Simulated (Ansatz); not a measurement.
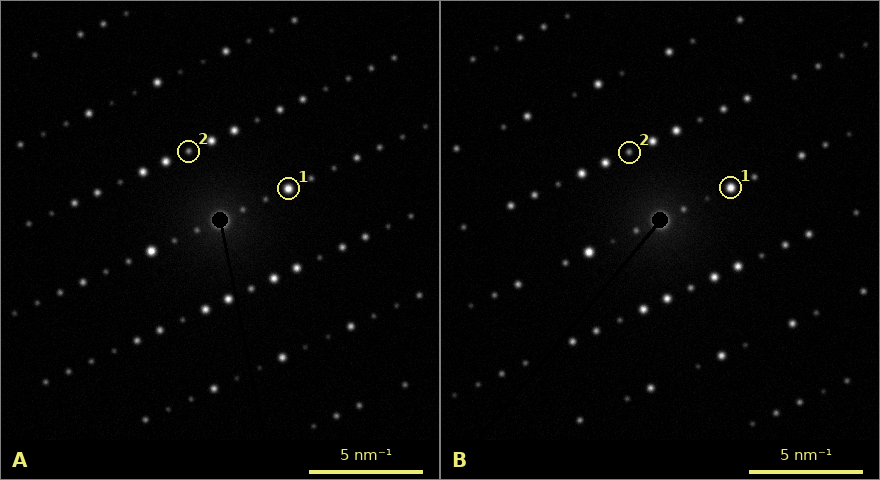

Kinematic electron diffraction patterns (120 kV, B = 0.5 Å², same scale) along [1-10] of the run's own cell, for the start and the end of one relaxation of GaSb2 with DFT PBE, scalar-relativistic, plane waves, PAW (Ansatz 0.2.0). k mesh 10×10×6. The start is a generated model structure, and the relaxation ends in the nearest stationary point of its symmetry, not necessarily the ground state. Spot 1 is 0 0 -3 and spot 2 is 1 1 0 in both.

Start structure:

```
CELL_PARAMETERS angstrom
4.28015 0.00000 0.00000
0.00000 4.28015 0.00000
0.00000 0.00000 8.69925
ATOMIC_POSITIONS crystal
Ga 0.50000 0.00000 0.35696
Ga 0.00000 0.50000 0.64304
Sb 0.00000 0.00000 0.00000
Sb 0.50000 0.50000 0.00000
Sb 0.50000 0.00000 0.69578
Sb 0.00000 0.50000 0.30422
```

### Which pattern belongs to the start structure, and which to the relaxed one?

B is the start: its cell gives d(1) = 2.900 Å, d(2) = 3.027 Å and an angle of 90.0°. A is the relaxed structure, with d(1) = 3.002 Å (+3.5 %), d(2) = 2.988 Å (-1.3 %) and 90.0°.

### What did the relaxation do to the structure and the energy?

The volume changed by +0.9 % to 26.81 Å³ an atom; with the mean shift removed, the atoms moved by up to 0.15 Å relative to the cell (Ga most); the space group stayed P4/nmm (No. 129); the free energy fell by 8.7 meV an atom. Relaxed cell: a = 4.226 Å, b = 4.226 Å, c = 9.006 Å, α = 90.00°, β = 90.00°, γ = 90.00°.
